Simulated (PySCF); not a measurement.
System: C₃H₁₃NOSi₃.

Input

```
{"job": {"kind": "nmr", "xc": "PBE0", "basis": "pcSseg-1"}, "charge": 0, "multiplicity": 1}
C      3.108981     0.028585     0.525934
C      1.632557     0.306952     0.403905
O      1.102746     1.344073     0.780671
N      0.857647    -0.633760    -0.146519
Si    -0.861186    -0.134779    -0.203775
C     -1.620477    -1.697687    -1.019481
Si    -0.935443     1.698687    -1.643462
Si    -1.530677     0.069592     2.020211
H      3.605045     0.875178     0.991338
H      3.267595    -0.861621     1.132055
H      3.534870    -0.143552    -0.461010
H      1.268312    -1.497620    -0.461667
H     -1.220191    -1.887747    -2.011997
H     -2.691932    -1.564130    -1.125354
H     -1.466247    -2.593852    -0.424122
H      0.329180     1.953180    -2.344132
H     -1.312900     2.929368    -0.949692
H     -1.936222     1.508416    -2.706395
H     -1.842434     1.452727     2.376425
H     -2.754165    -0.707150     2.280206
H     -0.543978    -0.427919     2.986389
```

Run with:

```sh
OMP_NUM_THREADS=1 python probes_run.py task.json out
```

Geometry: GFN2-xTB.

Theory: PySCF, PBE0/pcSseg-1, SCF density, gas phase, non-relativistic.

**What can the converged electron density and electron localisation function tell about the bonding?**

C–O (1.22 Å): ρ at the midpoint is about 3.2 e/Å³; the ELF peaks at about 0.85 between the atoms: a multiple bond.
C–N (1.34 Å): ρ at the midpoint is about 2.4 e/Å³; the ELF peaks at about 0.90 between the atoms: a covalent bond.
C–C (1.51 Å): the density is about 1.7 e/Å³ at the midpoint; the ELF peaks at about 0.95 between the atoms: localised, covalent bonding.
Si–N (1.79 Å): ρ is about 0.95 e/Å³ halfway; the ELF peaks at about 0.95 between the atoms: a shared but strongly polarised pair.

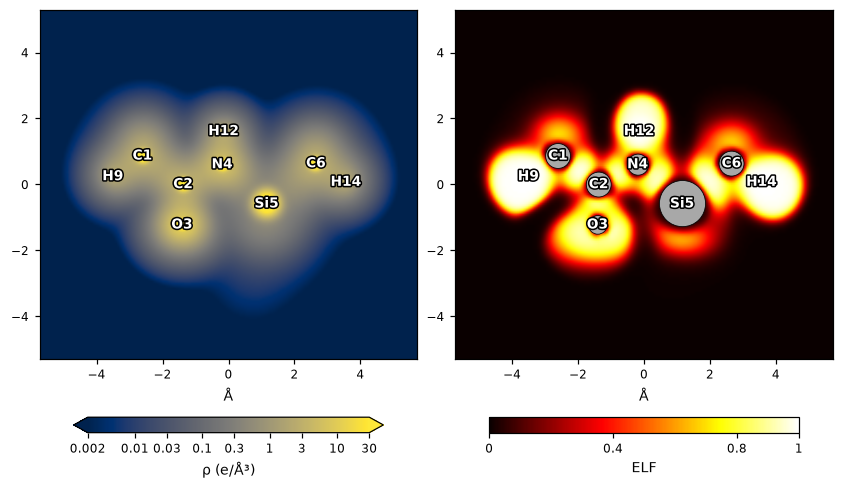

Computed electron density and electron localisation function on the plane of atoms O3, C2 and N4, in this order. Grey discs cover the atomic cores in the ELF map. 
